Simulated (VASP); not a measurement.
Given:

```xyz
2
Lattice="0.0000 2.5476 2.5476 2.5476 0.0000 2.5476 2.5476 2.5476 0.0000" Properties=species:S:1:pos:R:3 pbc="T T T"
Li     0.0000     0.0000     0.0000
Cl     2.5476     2.5476     2.5476
```

Computed with rev-vdW-DF2, VASP's PBE PAW potentials (set 64) (plane waves; VASP 6.6.1). Numerical set-up: 520 eV cut-off, 10×10×10 Γ-centred mesh, tetrahedra with Blöchl corrections, potentials Li_sv Cl.

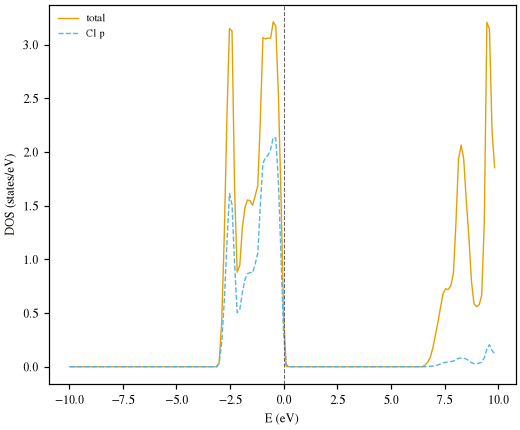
Fig. 1. Total and projected density of states, zero at the valence-band maximum

Within 2 eV below the valence-band maximum the largest weight inside VASP's projection spheres is Cl p.

The gap is direct, 6.43 eV, from the valence maximum at Γ to the conduction minimum at Γ.

The compound is LiCl in the rock salt structure. It was relaxed first.
